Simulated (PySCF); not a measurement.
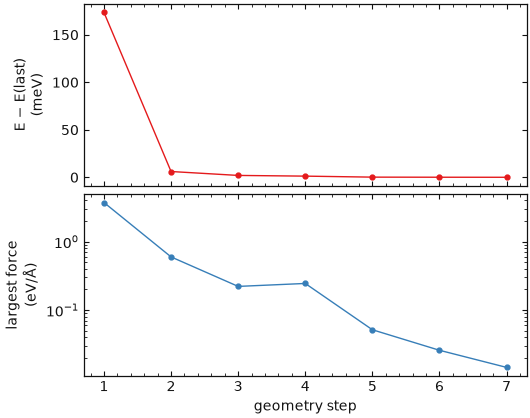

History of a geometry optimisation. acrylonitrile (SMILES C=CC#N); PBE0-D3(BJ)/def2-SVP, geometry optimisation in PySCF 2.14.0, density fitting.

The optimisation met its thresholds at geometry 7, counting the start as the first. The energy fell by about 170 meV from the first step to the last. The largest force goes from about 3.7 eV/Å at the start to 0.015 eV/Å at the end.
